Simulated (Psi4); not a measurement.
# SiH3Se (SMILES [SiH2][SeH]): UB3LYP/6-31G(d) (spherical functions)

What is the energy change on altering one bond length of SiH3Se at UB3LYP/6-31G* (spherical functions)? 

The calculation is run with Psi4 1.11.

**1. The molecule**

SiH3Se has 5 atoms, charge 0, and is taken as a doublet. SMILES: `[SiH2][SeH]`. The coordinates come from a PBE0-D4/def2-TZVP relaxation. This is one conformer, not always the lowest.

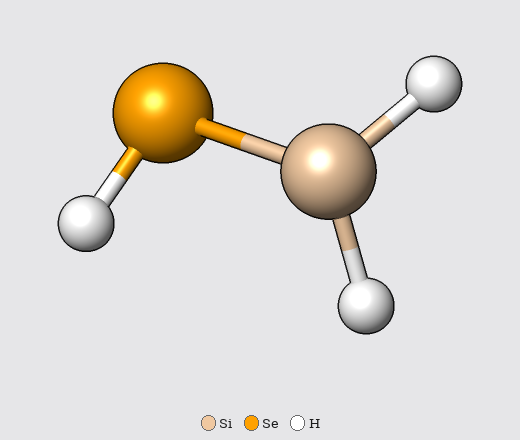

Viewed from a chosen angle; silicon light orange, selenium orange, hydrogen white.

**2. Energy and gradient at UB3LYP/6-31G(d) (spherical functions)**

Input file run_ase.py:

```python
import numpy as np
from ase.calculators.psi4 import Psi4
from ase import Atoms

a = Atoms(['Si', 'Se', 'H', 'H', 'H'], positions=[
    [0.060900, -0.791800, 0.205800],
    [0.776600, 1.182400, -0.661900],
    [-1.304300, -0.656200, 0.791600],
    [0.034200, -1.731400, -0.948800],
    [0.482600, 1.923300, 0.572000],
])
calc = Psi4(atoms=a, method='b3lyp', basis='6-31G*', memory='1600MB', num_threads=1, charge=0, multiplicity=2, label='h3sesi', reference='uks')
calc.psi4.set_options({'puream': True, 'e_convergence': 1e-09, 'd_convergence': 1e-08, 'scf_type': 'pk', 'dft_radial_points': 99, 'dft_spherical_points': 590, 'maxiter': 200})
a.calc = calc

forces = a.get_forces()
print(f'energy: {a.get_potential_energy():.6f} eV')
print('forces / eV A^-1')
print(np.round(forces, 5))
```

Started as:

```sh
python run_ase.py
```

h3sesi.dat, shortened:

```text
[...]
  Running in c1 symmetry.
[...]
  Nuclear repulsion =  147.937373273399146
[...]
  Multiplicity = 2
[...]
  Nalpha       = 26
  Nbeta        = 25
[...]
    Number of basis functions: 56
[...]
   @UKS iter   1: -2691.84585674812251   -1.98004e+00   3.70983e-02 DIIS/ADIIS
[...]
   @UKS iter  14: -2692.55513664854061   -1.36424e-12   3.08317e-09 DIIS
[...]
   @S^2 Observed:                7.519587306E-01
[...]
    Orbital Energies [Eh]
    ---------------------
    Alpha Occupied:
       1A   -453.866630     2A    -66.139557     3A    -58.096837
       4A    -52.152388     5A    -52.151492     6A    -52.149905
       7A     -7.839855     8A     -5.784098     9A     -5.780405
      10A     -5.773940    11A     -5.301952    12A     -3.662321
      13A     -3.659339    14A     -3.657569    15A     -2.118164
      16A     -2.116987    17A     -2.111596    18A     -2.108721
      19A     -2.107863    20A     -0.722397    21A     -0.528786
      22A     -0.409060    23A     -0.360783    24A     -0.334784
      25A     -0.278264    26A     -0.207807
    Alpha Virtual:
[...]
  @UKS Final Energy: -2692.55513664854061
   => Energetics <=
    Nuclear Repulsion Energy =            147.9373732733991460
    One-Electron Energy =               -4040.6025946132626814
    Two-Electron Energy =                1287.9515550705029909
    DFT Exchange-Correlation Energy =     -87.8414703791801657
    Empirical Dispersion Energy =           0.0000000000000000
    VV10 Nonlocal Energy =                  0.0000000000000000
    Total Energy =                      -2692.5551366485401559
[...]
 Multipole Moments:
 ------------------------------------------------------------------------------------
     Multipole            Electronic (a.u.)      Nuclear  (a.u.)        Total (a.u.)
 ------------------------------------------------------------------------------------
 L = 1.  Multiply by 2.5417464519 to convert [e a0] to [Debye]
 Dipole X            :          4.5396870           -4.6975780           -0.1578910
 Dipole Y            :          8.2824493           -8.3062350           -0.0237857
 Dipole Z            :         -4.0081666            4.2970596            0.2888930
 Magnitude           :                                                    0.3300825
[...]
  -Total Gradient:
     Atom            X                  Y                   Z
    ------   -----------------  -----------------  -----------------
       1        0.000089919881     0.005989628492    -0.003266207853
       2       -0.003148406721    -0.003468916978     0.006854627282
       3        0.001503139129     0.000261386837    -0.000044633251
       4        0.000698439782     0.000734357092     0.000786765636
       5        0.000856416439    -0.003513003867    -0.004328327011
[...]
```

Standard output:

```text
energy: -73268.157215 eV
forces / eV A^-1
[[-0.00462 -0.308    0.16796]
 [ 0.1619   0.17838 -0.35248]
 [-0.07729 -0.01344  0.0023 ]
 [-0.03592 -0.03776 -0.04046]
 [-0.04404  0.18065  0.22257]]
```

It took 21 s on 1 thread of Intel Xeon Platinum 8259CL at 2.50GHz (Skylake/Cascade Lake), shared host; peak memory 0.63 GiB.

**3. The distorted shape: a single-point energy at UB3LYP/6-31G(d) (spherical functions)**

Input file h3sesi.py:

```python
import psi4

psi4.set_memory(1600000000)
psi4.set_num_threads(1)
psi4.set_output_file('h3sesi.out', False)

molecule = psi4.geometry("""
0 2
Si    -0.046469    -1.087969     0.335972
Se     0.776600     1.182400    -0.661900
H     -1.411669    -0.952369     0.921772
H     -0.073169    -2.027569    -0.818628
H      0.482600     1.923300     0.572000
symmetry c1
""")

options = {'basis': '6-31G*', 'reference': 'uks', 'puream': True, 'e_convergence': 1e-09, 'd_convergence': 1e-08, 'scf_type': 'pk', 'dft_radial_points': 99, 'dft_spherical_points': 590, 'maxiter': 200}
psi4.set_options(options)

energy_value = psi4.energy("b3lyp")
print('E =', round(energy_value, 9))
```

Started as:

```sh
python h3sesi.py
```

h3sesi.out, shortened:

```text
[...]
  Running in c1 symmetry.
[...]
  Nuclear repulsion =  132.137187058902185
[...]
  Multiplicity = 2
[...]
  Nalpha       = 26
  Nbeta        = 25
[...]
    Number of basis functions: 56
[...]
   @UKS iter   1: -2691.78736128934770   -2.12468e+00   3.73423e-02 DIIS/ADIIS
[...]
   @UKS iter  14: -2692.54088062848814   -7.73070e-12   7.19411e-09 DIIS
[...]
   @S^2 Observed:                7.530950819E-01
[...]
    Orbital Energies [Eh]
    ---------------------
    Alpha Occupied:
       1A   -453.860945     2A    -66.159246     3A    -58.089991
       4A    -52.145641     5A    -52.145119     6A    -52.142920
       7A     -7.831936     8A     -5.775868     9A     -5.773318
      10A     -5.765231    11A     -5.318633    12A     -3.679484
      13A     -3.675984    14A     -3.674011    15A     -2.110197
      16A     -2.109294    17A     -2.102754    18A     -2.100708
      19A     -2.099296    20A     -0.694983    21A     -0.537388
      22A     -0.393264    23A     -0.370182    24A     -0.315419
      25A     -0.259514    26A     -0.222281
    Alpha Virtual:
[...]
  @UKS Final Energy: -2692.54088062848814
   => Energetics <=
    Nuclear Repulsion Energy =            132.1371870589021853
    One-Electron Energy =               -4009.1615299799404966
    Two-Electron Energy =                1272.2736229920599271
    DFT Exchange-Correlation Energy =     -87.7901606995095847
    Empirical Dispersion Energy =           0.0000000000000000
    VV10 Nonlocal Energy =                  0.0000000000000000
    Total Energy =                      -2692.5408806284881393
[...]
 Multipole Moments:
 ------------------------------------------------------------------------------------
     Multipole            Electronic (a.u.)      Nuclear  (a.u.)        Total (a.u.)
 ------------------------------------------------------------------------------------
 L = 1.  Multiply by 2.5417464519 to convert [e a0] to [Debye]
 Dipole X            :          4.8653112           -5.1458417           -0.2805305
 Dipole Y            :          9.1788315           -9.5427353           -0.3639038
 Dipole Z            :         -4.4281275            4.8405254            0.4123979
 Magnitude           :                                                    0.6174102
[...]
```

Standard output:

```text
E = -2692.540880628
```

It took 16 s on 1 thread of Intel Xeon Platinum 8259CL at 2.50GHz (Skylake/Cascade Lake), shared host; peak memory 0.57 GiB.

**4. What came out**

Level: UB3LYP/6-31G* (spherical functions).

| quantity | value |
| --- | --- |
| first shape: total energy | -2692.55514 Eh |
| first shape: dipole moment | 0.84 D |
| first shape: HOMO energy (highest over α and β) | -5.65 eV |
| first shape: LUMO energy (lowest over α and β) | -2.98 eV |
| first shape: ⟨S²⟩ | 0.752 |
| first shape: largest force on an atom | 0.427 eV/Å |
| distorted shape: total energy | -2692.54088 Eh |
| distorted shape: dipole moment | 1.57 D |
| distorted shape: HOMO energy (highest over α and β) | -6.05 eV |
| distorted shape: LUMO energy (lowest over α and β) | -3.47 eV |
| distorted shape: ⟨S²⟩ | 0.753 |
| energy change with the Si1–Se2 bond stretched from 2.272 to 2.613 Å | 0.388 eV |

What this shows: With the Si1–Se2 bond stretched from 2.272 to 2.613 Å the energy rises by 0.39 eV (8.9 kcal/mol). The first shape isn't relaxed at this level, so the change isn't measured from a minimum. The largest force (first shape) is 0.43 eV/Å: the shape isn't a stationary point for this species at this level.
